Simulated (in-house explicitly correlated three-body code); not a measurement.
Two electrons around a point charge Z = 11.9. Computed variationally in 260 exponentially correlated functions with an in-house code, non-relativistic, converged to about 10⁻⁸ of the energy. Wanted, and plotted below: the exact exchange and correlation potentials of the ground state, from inverting its density, with the radial density dashed.

The exchange potential, minus half the Hartree potential for two paired electrons, rises from −11.34 hartree at 0.017 bohr to −2.69 at 0.37 bohr, tending to −1/r far out. The correlation potential is −0.033 hartree at the inner end, crosses zero near 0.048 bohr and has a positive maximum of 0.020 hartree near 0.096 bohr; the density peaks at 0.086 bohr. The LDA correlation potential, by contrast, is negative everywhere. The Kohn-Sham level equals minus the binding of the second electron, −1729 eV.

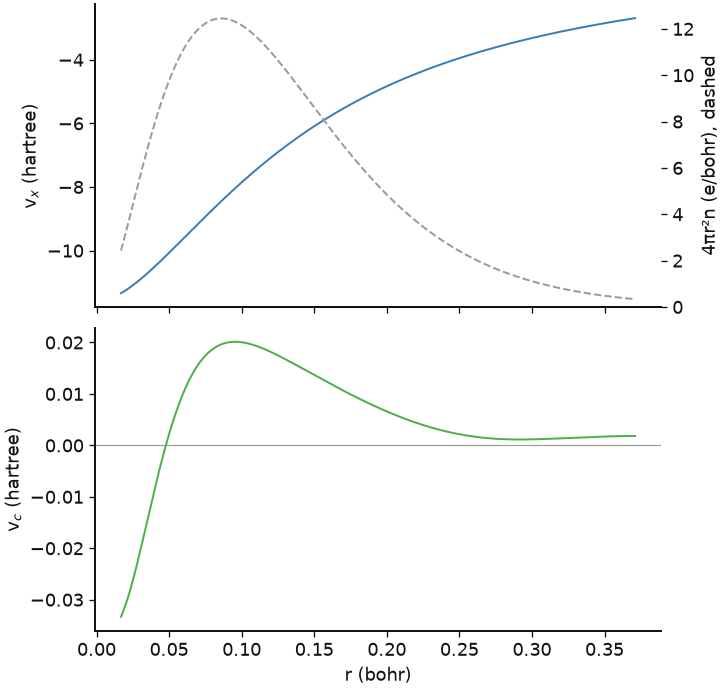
